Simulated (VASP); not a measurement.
Band structure of Ni2Ge (space group P6_3/mmc). All values below come from r2SCAN meta-GGA, VASP's PBE PAW potentials (set 64) (plane waves; VASP).

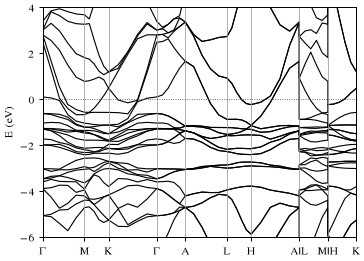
Bands along high-symmetry lines, zero at the valence-band maximum or, without a gap, the Fermi level

Question: Read the plot: is there a gap, and where are the band edges?

Answer: It has no gap at this level: it comes out as a metal or semimetal.

The structure comes from a computed database's Ni2Ge entry (P6_3/mmc); how it stands against other phases isn't given here. It was relaxed first. The run is not spin-polarised, so no magnetic state was tried.
